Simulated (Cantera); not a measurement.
Feed: 1 mol PbO, a varied amount of CH4, 4.8 mol N2, at 998.15 K and 1 atm.

These are equilibrium values from Cantera (NASA tables, ideal gas, pure condensed phases), not measurements of a reactor. Candidate condensed phases: C, C6H6, C7H8, C8H18, H2O, Pb, PbO, PbO2, Pb3O4; 139 gas species. The numbers say what is thermodynamically allowed, not how fast it happens.

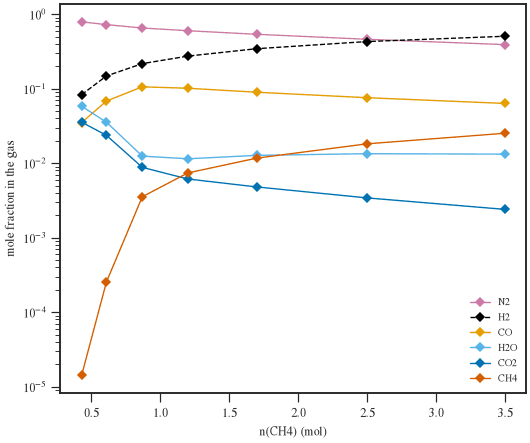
Equilibrium gas composition (values under 1e-9 drawn at 1e-9)

From 0.43 mol CH4 to 0.87 mol CH4 the condensed part is Pb(l). From 1.2 mol CH4 to 3.5 mol CH4 the condensed part is C(graphite) + Pb(l). The main Pb-bearing gas is Pb throughout.
